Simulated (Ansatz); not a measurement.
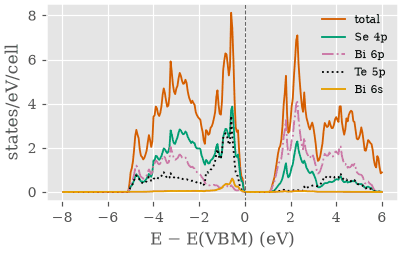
Figure: Total and projected density of states of Bi₂TeSe₂ in space group R-3m (No. 166; Bi on 6c, Te on 3a, Se on 6c), DFT-r²SCAN+D4 in the program Ansatz with PAW potentials

Question: Which orbitals carry the states next to the gap?

Answer: Top 1 eV of the valence band: Se 4p 50 %, Te 5p 38 %, Bi 6s 7 %. Bottom 1 eV of the conduction band: Bi 6p 64 %, Se 4p 22 %. Projections are on Löwdin-orthogonalised atomic valence shells; empty p or d shells of many metals are not among them.

Question: Where is the tallest occupied peak in this window, and what makes it?

Answer: Near -0.6 eV, about 8.1 states/eV per cell; the largest projected share is Se 4p.

The workflow started from a Materials Project entry (that database holds measured and hypothetical structures alike); the Crystallography Open Database files this formula in space group No. 166, but the cells were not matched. Whether it is the stable phase at ambient conditions was not checked. The cell was relaxed with r²SCAN+D4 under the symmetry of its start; its stability against distortions is not shown here. Spin–orbit coupling is left out wherever it is not named.

Potentials: the later of the program's two PAW sets.
